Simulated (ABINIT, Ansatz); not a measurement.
# ScGa3 (Pm-3m): zone-centre phonons, part 2 of 2

Aim: the zone-centre modes of ScGa3 (Pm-3m).

ABINIT 10.8.3; DFT LDA, scalar-relativistic, plane waves, PseudoDojo norm-conserving pseudopotentials.

So far. Step 3 (Ground state): The cell stands at -1.9 GPa: the relaxation ran with a smoothed and higher cutoff, and the difference is a stress of the finite basis. Step 4 (Linear response at Γ): The acoustic modes at Γ come out as far as 3.0 cm⁻¹ from zero, where they should vanish, a small numerical error. The relaxed cell has a = 3.999 Å (conventional setting).

## 5. Zone-centre analysis

anaddb reads the merged derivatives and imposes the acoustic sum rule.

anaddb.abi reads:

```
ddb_filepath "gamma_DDB"
output_file "anaddb.abo"
outdata_prefix "anaddb"
asr 1
chneut 1
enunit 2
eivec 1
nph1l 1
qph1l 0.0 0.0 0.0 1.0
```

mrgddb.in reads:

```
gamma_DDB
merged
2
dfpt_gammao_DDB
gso_DDB
```

Launch:

```console
> mrgddb < mrgddb.in > mrgddb.log
> OMP_NUM_THREADS=1 anaddb anaddb.abi > anaddb.log
```

anaddb.abo, the main output file:

```text
-outvars_anaddb: echo values of input variables ----------------------

 Miscellaneous information :
      enunit         2
       eivec         1
         asr         1
 First list of wavevector (reduced coord.) :
       nph1l         1
       qph1l
                     0.00000000E+00  0.00000000E+00  0.00000000E+00    1.000E+00

================================================================================

 read the DDB information and perform some checks

  ==== Info on the Cryst% object ====
 Real(R)+Recip(G) space primitive vectors, cartesian coordinates (Bohr,Bohr^-1):
 R(1)=  7.5564941  0.0000000  0.0000000  G(1)=  0.1323365  0.0000000  0.0000000
 R(2)=  0.0000000  7.5564941  0.0000000  G(2)=  0.0000000  0.1323365  0.0000000
 R(3)=  0.0000000  0.0000000  7.5564941  G(3)=  0.0000000  0.0000000  0.1323365
 Unit cell volume ucvol=  4.3148037E+02 bohr^3
 Angles (23,13,12)=  9.00000000E+01  9.00000000E+01  9.00000000E+01 degrees
 Time-reversal symmetry is present
 Reduced atomic positions [iatom, xred, symbol]:
    1)    0.0000000  0.0000000  0.0000000  Sc
    2)    0.0000000  0.5000000  0.5000000  Ga
    3)    0.5000000  0.0000000  0.5000000  Ga
    4)    0.5000000  0.5000000  0.0000000  Ga

 DDB file with 3 blocks has been read.

================================================================================

 Treat the first list of vectors

  Phonon wavevector (reduced coordinates) :  0.00000  0.00000  0.00000
 Phonon energies in Hartree :
   0.000000E+00  0.000000E+00  0.000000E+00  6.247866E-04  6.247866E-04
   6.247866E-04  6.252815E-04  6.252815E-04  6.252815E-04  1.198589E-03
   1.198589E-03  1.198589E-03
 Phonon energies in meV     :
-  0.000000E+00  0.000000E+00  0.000000E+00  1.700131E+01  1.700131E+01
-  1.700131E+01  1.701478E+01  1.701478E+01  1.701478E+01  3.261526E+01
-  3.261526E+01  3.261526E+01
 Phonon frequencies in cm-1    :
-  0.000000E+00  0.000000E+00  0.000000E+00  1.371248E+02  1.371248E+02
-  1.371248E+02  1.372334E+02  1.372334E+02  1.372334E+02  2.630598E+02
-  2.630598E+02  2.630598E+02
 Phonon frequencies in Thz     :
-  0.000000E+00  0.000000E+00  0.000000E+00  4.110898E+00  4.110898E+00
-  4.110898E+00  4.114154E+00  4.114154E+00  4.114154E+00  7.886334E+00
-  7.886334E+00  7.886334E+00
 Phonon energies in Kelvin  :
-  0.000000E+00  0.000000E+00  0.000000E+00  1.972920E+02  1.972920E+02
-  1.972920E+02  1.974483E+02  1.974483E+02  1.974483E+02  3.784843E+02
-  3.784843E+02  3.784843E+02

 Eigendisplacements
 (will be given, for each mode : in cartesian coordinates
   for each atom the real part of the displacement vector,
   then the imaginary part of the displacement vector - absolute values smaller than 1.0d-7 are set to zero)
  Mode number    1   Energy    0.000000E+00
 Attention : low frequency mode.
   (Could be unstable or acoustic mode)
-  1  0.00000000E+00  0.00000000E+00 -1.46925135E-03
-     0.00000000E+00  0.00000000E+00  0.00000000E+00
-  2  0.00000000E+00  0.00000000E+00 -1.46925190E-03
-     0.00000000E+00  0.00000000E+00  0.00000000E+00
-  3  0.00000000E+00  0.00000000E+00 -1.46925190E-03
-     0.00000000E+00  0.00000000E+00  0.00000000E+00
-  4  0.00000000E+00  0.00000000E+00 -1.46925312E-03
-     0.00000000E+00  0.00000000E+00  0.00000000E+00
  Mode number    2   Energy    0.000000E+00
 Attention : low frequency mode.
   (Could be unstable or acoustic mode)
-  1  0.00000000E+00 -1.46925135E-03  0.00000000E+00
-     0.00000000E+00  0.00000000E+00  0.00000000E+00
-  2  0.00000000E+00 -1.46925190E-03  0.00000000E+00
-     0.00000000E+00  0.00000000E+00  0.00000000E+00
-  3  0.00000000E+00 -1.46925312E-03  0.00000000E+00
-     0.00000000E+00  0.00000000E+00  0.00000000E+00
-  4  0.00000000E+00 -1.46925190E-03  0.00000000E+00
-     0.00000000E+00  0.00000000E+00  0.00000000E+00
  Mode number    3   Energy    0.000000E+00
 Attention : low frequency mode.
   (Could be unstable or acoustic mode)
-  1  1.46925135E-03  0.00000000E+00  0.00000000E+00
-     0.00000000E+00  0.00000000E+00  0.00000000E+00
-  2  1.46925312E-03  0.00000000E+00  0.00000000E+00
-     0.00000000E+00  0.00000000E+00  0.00000000E+00
-  3  1.46925190E-03  0.00000000E+00  0.00000000E+00
-     0.00000000E+00  0.00000000E+00  0.00000000E+00
-  4  1.46925190E-03  0.00000000E+00  0.00000000E+00
-     0.00000000E+00  0.00000000E+00  0.00000000E+00
  Mode number    4   Energy    6.247866E-04
-  1  0.00000000E+00  0.00000000E+00  0.00000000E+00
-     0.00000000E+00  0.00000000E+00  0.00000000E+00
-  2  0.00000000E+00  0.00000000E+00 -1.98343019E-03
-     0.00000000E+00  0.00000000E+00  0.00000000E+00
-  3  0.00000000E+00  0.00000000E+00  1.98343019E-03
-     0.00000000E+00  0.00000000E+00  0.00000000E+00
-  4  0.00000000E+00  0.00000000E+00  0.00000000E+00
-     0.00000000E+00  0.00000000E+00  0.00000000E+00
  Mode number    5   Energy    6.247866E-04
-  1  0.00000000E+00  0.00000000E+00  0.00000000E+00
-     0.00000000E+00  0.00000000E+00  0.00000000E+00
-  2  0.00000000E+00  1.98343019E-03  0.00000000E+00
-     0.00000000E+00  0.00000000E+00  0.00000000E+00
-  3  0.00000000E+00  0.00000000E+00  0.00000000E+00
-     0.00000000E+00  0.00000000E+00  0.00000000E+00
-  4  0.00000000E+00 -1.98343019E-03  0.00000000E+00
-     0.00000000E+00  0.00000000E+00  0.00000000E+00
  Mode number    6   Energy    6.247866E-04
-  1  0.00000000E+00  0.00000000E+00  0.00000000E+00
-     0.00000000E+00  0.00000000E+00  0.00000000E+00
-  2  0.00000000E+00  0.00000000E+00  0.00000000E+00
-     0.00000000E+00  0.00000000E+00  0.00000000E+00
-  3 -1.98343019E-03  0.00000000E+00  0.00000000E+00
-     0.00000000E+00  0.00000000E+00  0.00000000E+00
-  4  1.98343019E-03  0.00000000E+00  0.00000000E+00
-     0.00000000E+00  0.00000000E+00  0.00000000E+00
  Mode number    7   Energy    6.252815E-04
-  1  0.00000000E+00  0.00000000E+00 -1.28534110E-03
-     0.00000000E+00  0.00000000E+00  0.00000000E+00
-  2  0.00000000E+00  0.00000000E+00 -7.70472554E-04
-     0.00000000E+00  0.00000000E+00  0.00000000E+00
-  3  0.00000000E+00  0.00000000E+00 -7.70472554E-04
-     0.00000000E+00  0.00000000E+00  0.00000000E+00
-  4  0.00000000E+00  0.00000000E+00  2.36970348E-03
-     0.00000000E+00  0.00000000E+00  0.00000000E+00
  Mode number    8   Energy    6.252815E-04
-  1  0.00000000E+00  1.28534110E-03  0.00000000E+00
-     0.00000000E+00  0.00000000E+00  0.00000000E+00
-  2  0.00000000E+00  7.70472554E-04  0.00000000E+00
-     0.00000000E+00  0.00000000E+00  0.00000000E+00
-  3  0.00000000E+00 -2.36970348E-03  0.00000000E+00
-     0.00000000E+00  0.00000000E+00  0.00000000E+00
-  4  0.00000000E+00  7.70472554E-04  0.00000000E+00
-     0.00000000E+00  0.00000000E+00  0.00000000E+00
  Mode number    9   Energy    6.252815E-04
-  1  1.28534110E-03  0.00000000E+00  0.00000000E+00
-     0.00000000E+00  0.00000000E+00  0.00000000E+00
-  2 -2.36970348E-03  0.00000000E+00  0.00000000E+00
-     0.00000000E+00  0.00000000E+00  0.00000000E+00
-  3  7.70472554E-04  0.00000000E+00  0.00000000E+00
-     0.00000000E+00  0.00000000E+00  0.00000000E+00
-  4  7.70472554E-04  0.00000000E+00  0.00000000E+00
-     0.00000000E+00  0.00000000E+00  0.00000000E+00
  Mode number   10   Energy    1.198589E-03
-  1  0.00000000E+00  0.00000000E+00  2.89686369E-03
-     0.00000000E+00  0.00000000E+00  0.00000000E+00
-  2  0.00000000E+00  0.00000000E+00 -1.08704472E-03
-     0.00000000E+00  0.00000000E+00  0.00000000E+00
-  3  0.00000000E+00  0.00000000E+00 -1.08704472E-03
-     0.00000000E+00  0.00000000E+00  0.00000000E+00
-  4  0.00000000E+00  0.00000000E+00  3.06253672E-04
-     0.00000000E+00  0.00000000E+00  0.00000000E+00
  Mode number   11   Energy    1.198589E-03
-  1  0.00000000E+00 -2.89686369E-03  0.00000000E+00
-     0.00000000E+00  0.00000000E+00  0.00000000E+00
-  2  0.00000000E+00  1.08704472E-03  0.00000000E+00
-     0.00000000E+00  0.00000000E+00  0.00000000E+00
-  3  0.00000000E+00 -3.06253671E-04  0.00000000E+00
-     0.00000000E+00  0.00000000E+00  0.00000000E+00
-  4  0.00000000E+00  1.08704472E-03  0.00000000E+00
-     0.00000000E+00  0.00000000E+00  0.00000000E+00
  Mode number   12   Energy    1.198589E-03
-  1  2.89686369E-03  0.00000000E+00  0.00000000E+00
-     0.00000000E+00  0.00000000E+00  0.00000000E+00
-  2  3.06253672E-04  0.00000000E+00  0.00000000E+00
-     0.00000000E+00  0.00000000E+00  0.00000000E+00
-  3 -1.08704472E-03  0.00000000E+00  0.00000000E+00
-     0.00000000E+00  0.00000000E+00  0.00000000E+00
-  4 -1.08704472E-03  0.00000000E+00  0.00000000E+00
-     0.00000000E+00  0.00000000E+00  0.00000000E+00

 Analysis of degeneracies and characters (maximum tolerance=1.00E-06 a.u.)
 For each vibration mode, or group of modes if degenerate,
 the characters are given for each symmetry operation (see the list in the log file).
 Symmetry characters of vibration mode #   1
       degenerate with vibration modes #   2 to    3
  3.0 -3.0 -1.0  1.0 -1.0  1.0 -1.0  1.0  1.0 -1.0 -1.0  1.0  1.0 -1.0 -1.0  1.0
  0.0 -0.0 -0.0  0.0 -0.0  0.0 -0.0  0.0  1.0 -1.0 -1.0  1.0 -1.0  1.0  1.0 -1.0
  0.0 -0.0 -0.0  0.0 -0.0  0.0 -0.0  0.0  1.0 -1.0  1.0 -1.0 -1.0  1.0 -1.0  1.0
 Symmetry characters of vibration mode #   4
       degenerate with vibration modes #   5 to    9
  6.0 -6.0 -2.0  2.0 -2.0  2.0 -2.0  2.0 -0.0  0.0 -0.0  0.0  0.0 -0.0 -0.0  0.0
  0.0 -0.0 -0.0  0.0  0.0 -0.0 -0.0  0.0 -0.0  0.0  0.0 -0.0 -0.0  0.0  0.0 -0.0
  0.0 -0.0  0.0 -0.0 -0.0  0.0 -0.0  0.0  0.0 -0.0  0.0 -0.0 -0.0  0.0 -0.0  0.0
 Symmetry characters of vibration mode #  10
       degenerate with vibration modes #  11 to   12
  3.0 -3.0 -1.0  1.0 -1.0  1.0 -1.0  1.0  1.0 -1.0 -1.0  1.0  1.0 -1.0 -1.0  1.0
  0.0 -0.0  0.0 -0.0 -0.0  0.0 -0.0  0.0  1.0 -1.0 -1.0  1.0 -1.0  1.0  1.0 -1.0
  0.0 -0.0 -0.0  0.0 -0.0  0.0  0.0 -0.0  1.0 -1.0  1.0 -1.0 -1.0  1.0 -1.0  1.0
-
```

The job ended after 0.51 s (1 thread of Arm Neoverse V1, shared host).

No LO-TO term; unit eigenvectors of the mass-weighted matrix, from anaddb's displacements. Modes at Γ, with each element's share of the kinetic energy:

| mode | frequency (cm⁻¹) | Sc % | Ga % |
| --- | --- | --- | --- |
| 1 | 0.0 | 18 | 82 |
| 2 | 0.0 | 18 | 82 |
| 3 | 0.0 | 18 | 82 |
| 4 | 137.1 | 0 | 100 |
| 5 | 137.1 | 0 | 100 |
| 6 | 137.1 | 0 | 100 |
| 7 | 137.2 | 14 | 86 |
| 8 | 137.2 | 14 | 86 |
| 9 | 137.2 | 14 | 86 |
| 10 | 263.1 | 69 | 31 |
| 11 | 263.1 | 69 | 31 |
| 12 | 263.1 | 69 | 31 |

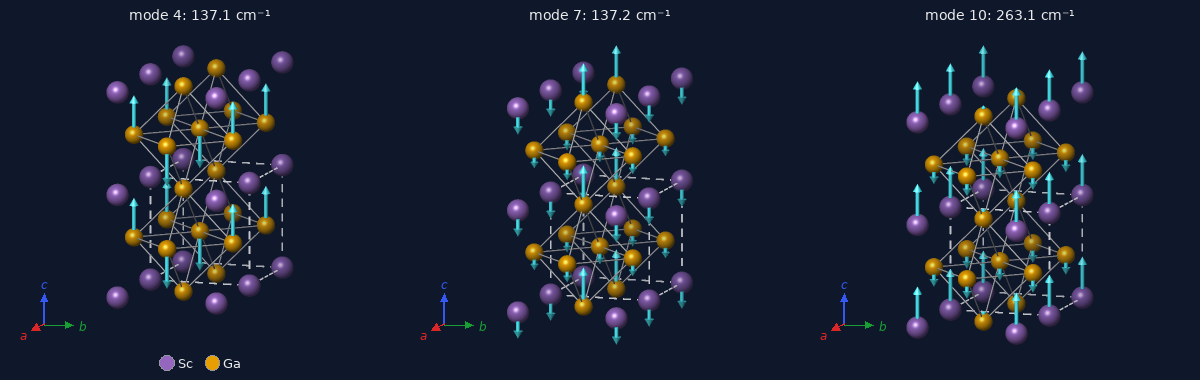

Displacement patterns of modes 4, 7 and 10 at Γ; arrows are exaggerated. 2×1×2 cells are drawn. Some periodic images of atoms are drawn too.

The rule moves no optical mode by more than 0.1 cm⁻¹.

## 6. What came out

- space group after relaxation: Pm-3m
- volume per atom: 16.0 Å³
- highest optical zone-centre mode (no LO-TO term): 263.1 cm⁻¹
- lowest optical zone-centre mode: 137.1 cm⁻¹
- imaginary optical modes at the zone centre (no q mesh in this session): none

At the LDA level the optical modes of ScGa3 (Pm-3m) at the zone centre run from 137 to 263 cm⁻¹. The base run prints -1.9 GPa, mostly the error of a finite basis; the relaxation, with a smoothed and higher cutoff, had brought the cell to rest. An error of this size shows a cutoff that is short for these files. These are harmonic frequencies at zero temperature: anharmonic shifts and linewidths and thermal expansion are left out. In a metal the frequencies hang on the k mesh and the smearing, most of all near Kohn anomalies.

[Host names and launcher messages were left out of these logs when they were recorded.]

[Logs are printed without paths, hosts, clocks, repeated set-up lines and the standing remarks that a program may print on its own settings, such as how far it seeks lower states.]

[Hosts, paths, dates, database ids (printed as entryN), source tags and the programs' standing remarks are cut or masked in the printed files.]
